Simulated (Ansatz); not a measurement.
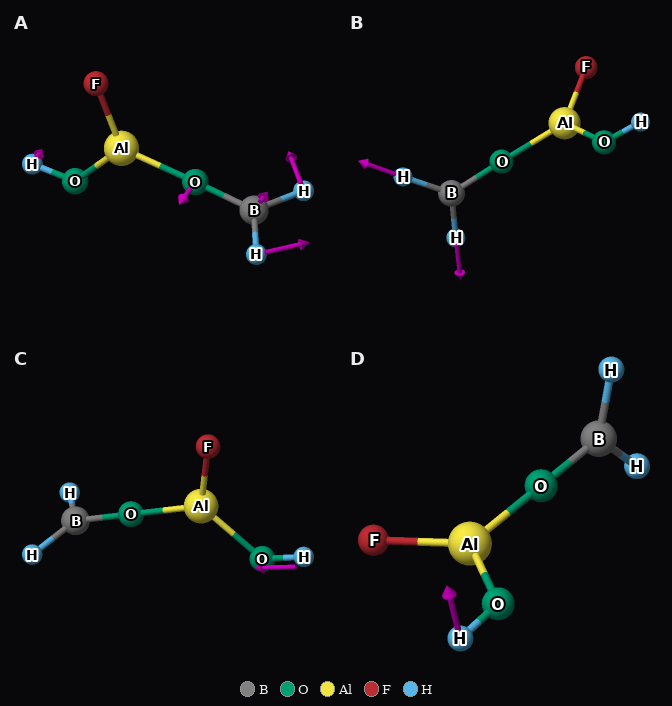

4 normal modes of one molecule or complex, as arrows. Harmonic vibrations computed with RKS PBE0-D4/def2-TZVP (Ansatz 0.2.0) at a stationary point of the same level.

> Match the panels to the wavenumbers 66 cm⁻¹, 347 cm⁻¹, 2530 cm⁻¹, 3968 cm⁻¹.

A: 66 cm⁻¹
B: 2530 cm⁻¹, in-phase stretching of 2 B–H bonds
C: 3968 cm⁻¹, O–H stretching
D: 347 cm⁻¹
